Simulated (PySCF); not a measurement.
**SnS (SMILES [S][Sn]) at 6 levels**

Aim: a comparison of 6 runs (HF/STO-3G, HF/def2-SVP, HF/def2-SVPD, BP86/3-21G, PBE/3-21G, PBE0/def2-SVP) of SnS. 

The calculation is run with PySCF 2.14.0.

## (1) Starting point

SnS: 2 atoms, total charge 0, spin state singlet. As SMILES, `[S][Sn]`. The bond length is the measured one.

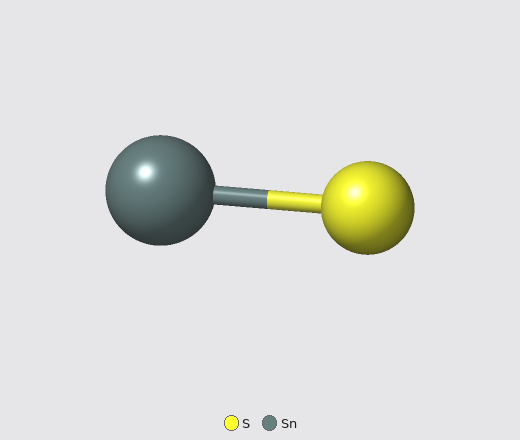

Viewed from a chosen angle; sulfur yellow, tin teal.

## (2) Energy and forces at HF/STO-3G (run 1)

Contents of input.py:

```python
import pyscf.grad
from pyscf import gto, scf

molecule = gto.Mole()
molecule.atom = '''
S    0.000000   0.000000   0.000000
Sn   0.000000   0.000000   2.209026
'''
molecule.basis = 'sto-3g'
molecule.charge = 0
molecule.max_memory = 1860
molecule.verbose = 4
molecule.build()

calc0 = scf.RHF(molecule)
calc0.conv_tol = 1e-10
calc0.kernel()
if not calc0.converged:
    calc0 = calc0.newton().run(calc0.mo_coeff, calc0.mo_occ)

e_tot = calc0.e_tot
print('E = %.10f Eh' % e_tot)
grad = calc0.Gradients().kernel()
dip = calc0.dip_moment()
pop, q = calc0.mulliken_pop()
```

Started as:

```console
OMP_NUM_THREADS=1 python input.py
```

The log of the run:

```text
PySCF version 2.14.0

[INPUT] num. atoms = 2
[INPUT] num. electrons = 66
[INPUT] charge = 0
[INPUT] spin (= nelec alpha-beta = 2S) = 0
[INPUT] symmetry False subgroup None
[INPUT] Mole.unit = angstrom
[INPUT] Symbol           X                Y                Z      unit          X                Y                Z       unit  Magmom
[INPUT]  1 S      0.000000000000   0.000000000000   0.000000000000 AA    0.000000000000   0.000000000000   0.000000000000 Bohr   0.0
[INPUT]  2 Sn     0.000000000000   0.000000000000   2.209026000000 AA    0.000000000000   0.000000000000   4.174454142043 Bohr   0.0

nuclear repulsion = 191.641822566145
number of shells = 16
number of NR pGTOs = 108
number of NR cGTOs = 36
basis = sto-3g
ecp = {}

[... 37 lines left out ...]
converged SCF energy = -6356.44967227922
[... 9 lines left out ...]
Dipole moment(X, Y, Z, Debye):  0.00000,  0.00000,  1.87502
[... 39 lines left out ...]
charge of    1Sn =      0.29345
```

Wall time 1.8 s (1 thread of Intel Xeon at 2.70GHz, shared host); peak memory 0.12 GiB.

## (3) Energy and forces at HF/def2-SVP (core potential) (run 2)

Contents of job.py:

```python
from pyscf import gto, scf

system = gto.M(
    atom=[
    ('S', (0.000000, 0.000000, 0.000000)),
    ('Sn', (0.000000, 0.000000, 2.209026)),
],
    max_memory=1860,
    basis='def2-svp',
    ecp={'Sn': 'def2-svp'},
    verbose=3,
    charge=0,
)

mf = scf.RHF(system)
mf.conv_tol = 1e-10
mf.kernel()
if not mf.converged:
    mf = mf.newton().run(mf.mo_coeff, mf.mo_occ)

etot = mf.e_tot
print(f'total energy: {etot:.8f} hartree')
grad = mf.nuc_grad_method().kernel()
dip = mf.dip_moment()
pop, q = mf.mulliken_pop()
```

Started as:

```console
OMP_NUM_THREADS=1 python job.py
```

The log of the run:

```text
converged SCF energy = -610.79111328611
total energy: -610.79111329 hartree
--------------- RHF gradients ---------------
         x                y                z
0 S    -0.0000000000    -0.0000000000    -0.0051857248
1 Sn     0.0000000000     0.0000000000     0.0051857248
----------------------------------------------
Dipole moment(X, Y, Z, Debye): -0.00000, -0.00000,  3.82834
 ** Mulliken pop  **
pop of  0 S 1s            1.99952
pop of  0 S 2s            1.99200
pop of  0 S 3s            1.18306
pop of  0 S 4s            0.73046
pop of  0 S 2px           1.97954
pop of  0 S 2py           1.97954
pop of  0 S 2pz           1.97928
pop of  0 S 3px           0.55247
pop of  0 S 3py           0.55247
pop of  0 S 3pz           0.56418
pop of  0 S 4px           1.04252
pop of  0 S 4py           1.04252
pop of  0 S 4pz           0.82736
pop of  0 S 3dxy          0.00001
pop of  0 S 3dyz          0.00756
pop of  0 S 3dz^2         0.01336
pop of  0 S 3dxz          0.00756
pop of  0 S 3dx2-y2       0.00001
pop of  1 Sn 4s           1.59818
pop of  1 Sn 5s           0.43004
pop of  1 Sn 6s           1.21185
pop of  1 Sn 7s           0.60309
pop of  1 Sn 4px          1.09299
pop of  1 Sn 4py          1.09299
pop of  1 Sn 4pz          1.07347
pop of  1 Sn 5px          0.90400
pop of  1 Sn 5py          0.90400
pop of  1 Sn 5pz          0.93102
pop of  1 Sn 6px          0.17281
pop of  1 Sn 6py          0.17281
pop of  1 Sn 6pz          0.60509
pop of  1 Sn 7px          0.20415
pop of  1 Sn 7py          0.20415
pop of  1 Sn 7pz          0.22777
pop of  1 Sn 4dxy         1.95630
pop of  1 Sn 4dyz         1.95615
pop of  1 Sn 4dz^2        1.95223
pop of  1 Sn 4dxz         1.95615
pop of  1 Sn 4dx2-y2      1.95630
pop of  1 Sn 5dxy         0.04369
pop of  1 Sn 5dyz         0.08783
pop of  1 Sn 5dz^2        0.07806
pop of  1 Sn 5dxz         0.08783
pop of  1 Sn 5dx2-y2      0.04369
 ** Mulliken atomic charges  **
charge of    0S =     -0.45339
charge of    1Sn =      0.45339
```

Wall time 3.6 s (1 thread of Intel Xeon at 2.70GHz, shared host); peak memory 0.12 GiB.

Runs 3 to 5 aren't shown in full; the table further down has their settings and results.

## (4) Energy and forces at PBE0/def2-SVP (core potential) (run 6)

Contents of input.py:

```python
from pyscf import gto, dft

mol = gto.Mole()
mol.atom = '''
S      0.000000     0.000000     0.000000
Sn     0.000000     0.000000     4.174454
'''
mol.ecp = {'Sn': 'def2-svp'}
mol.verbose = 3
mol.charge = 0
mol.unit = 'bohr'
mol.max_memory = 1860
mol.basis = 'def2-svp'
mol.build()

mf = dft.RKS(mol)
mf.xc = 'pbe0'
mf.grids.level = 5
mf.conv_tol = 1e-10
mf.kernel()
if not mf.converged:
    mf = mf.newton().run(mf.mo_coeff, mf.mo_occ)

energy = mf.e_tot
print(f'total energy: {energy:.8f} hartree')
grad = mf.nuc_grad_method().kernel()
mf.analyze()
```

Started as:

```console
OMP_NUM_THREADS=1 python input.py
```

The log of the run:

```text
converged SCF energy = -612.270455155625
total energy: -612.27045516 hartree
--------------- RKS gradients ---------------
         x                y                z
0 S    -0.0000000000    -0.0000000000     0.0062507688
1 Sn     0.0000000000     0.0000000000    -0.0062499829
----------------------------------------------
**** MO energy ****
MO #1   energy= -88.9788999427245  occ= 2
MO #2   energy= -7.97949944099804  occ= 2
MO #3   energy= -5.91801441679462  occ= 2
MO #4   energy= -5.91684370755642  occ= 2
MO #5   energy= -5.9168437075564   occ= 2
MO #6   energy= -5.16450470562818  occ= 2
MO #7   energy= -3.49927048761299  occ= 2
MO #8   energy= -3.49927048761283  occ= 2
MO #9   energy= -3.49098810082824  occ= 2
MO #10  energy= -1.06308417684763  occ= 2
MO #11  energy= -1.06308416318186  occ= 2
MO #12  energy= -1.06141338492844  occ= 2
MO #13  energy= -1.05660614549339  occ= 2
MO #14  energy= -1.05660614549338  occ= 2
MO #15  energy= -0.68423137204455  occ= 2
MO #16  energy= -0.439815595390755 occ= 2
MO #17  energy= -0.271327814994053 occ= 2
MO #18  energy= -0.267556669210346 occ= 2
MO #19  energy= -0.26755666921031  occ= 2
MO #20  energy= -0.0870962812905193 occ= 0
MO #21  energy= -0.0870962812904634 occ= 0
MO #22  energy= 0.0320972564972024 occ= 0
MO #23  energy= 0.138634619279159  occ= 0
MO #24  energy= 0.230584008573349  occ= 0
MO #25  energy= 0.230584008573385  occ= 0
MO #26  energy= 0.243698064967907  occ= 0
MO #27  energy= 0.328442433894067  occ= 0
MO #28  energy= 0.328442452441711  occ= 0
MO #29  energy= 0.342963638960159  occ= 0
MO #30  energy= 0.342963638960168  occ= 0
MO #31  energy= 0.450321696015749  occ= 0
MO #32  energy= 0.536960956082716  occ= 0
MO #33  energy= 0.720432717710435  occ= 0
MO #34  energy= 0.720433005211928  occ= 0
MO #35  energy= 0.735106593295399  occ= 0
MO #36  energy= 0.735106593295432  occ= 0
MO #37  energy= 0.807122536769263  occ= 0
MO #38  energy= 0.864853223505475  occ= 0
MO #39  energy= 0.864853223505532  occ= 0
MO #40  energy= 1.14300124996483   occ= 0
MO #41  energy= 14.4061839470433   occ= 0
MO #42  energy= 14.4061839470433   occ= 0
MO #43  energy= 14.9706012044117   occ= 0
MO #44  energy= 51.6604054057613   occ= 0
 ** Mulliken atomic charges  **
charge of    0S =     -1.25694
charge of    1Sn =      1.25694
Dipole moment(X, Y, Z, Debye):  0.00000, -0.00000,  3.10821
```

Run time: 11 s. Hardware: 1 thread of Intel Xeon at 2.70GHz, shared host; peak memory 0.46 GiB.

## (5) All runs side by side

```
run                           level  core potential  integration grid   energy (Eh)  dipole moment (D)  HOMO energy (eV)  LUMO energy (eV)  wall time
  1                       HF/STO-3G               –                 –  -6356.449672               1.88             -5.38              5.07      1.8 s
  2    HF/def2-SVP (core potential)        def2-svp                 –   -610.791113               3.83             -9.43              0.32      3.6 s
  3   HF/def2-SVPD (core potential)        def2-svp                 –   -610.799830               4.25             -9.59              0.07      4.2 s
  4                      BP86/3-21G               –                 5  -6395.627198               3.24             -6.47             -3.31      7.2 s
  5                       PBE/3-21G               –                 5  -6394.351651               3.28             -6.34             -3.17      6.9 s
  6  PBE0/def2-SVP (core potential)        def2-svp                 5   -612.270455               3.11             -7.28             -2.37       11 s
```

## (6) Outcome

```
                       quantity          value
            run 6: total energy  -612.27046 Eh
           run 6: dipole moment         3.11 D
             run 6: HOMO energy       -7.28 eV
             run 6: LUMO energy       -2.37 eV
           run 6: HOMO–LUMO gap        4.91 eV
run 6: largest force on an atom     0.321 eV/Å
```

In words: The dipole moment (its size) runs from 1.88 D (HF/STO-3G) to 4.25 D (HF/def2-SVPD). The two ends differ in basis and core potential. The HOMO–LUMO gap runs from 3.16 eV (BP86/3-21G) to 10.45 eV (HF/STO-3G). The two ends differ in method and basis. Totals of different functionals can't be ranked against each other. Some runs of one species differ in core potentials or relativity; totals across that change don't compare. In run 1 the basis is minimal, so the values are rough. In runs 1, 4, 5 relativity is left out where basis or elements ask for it. All runs together took 35 s, the longest 11 s.
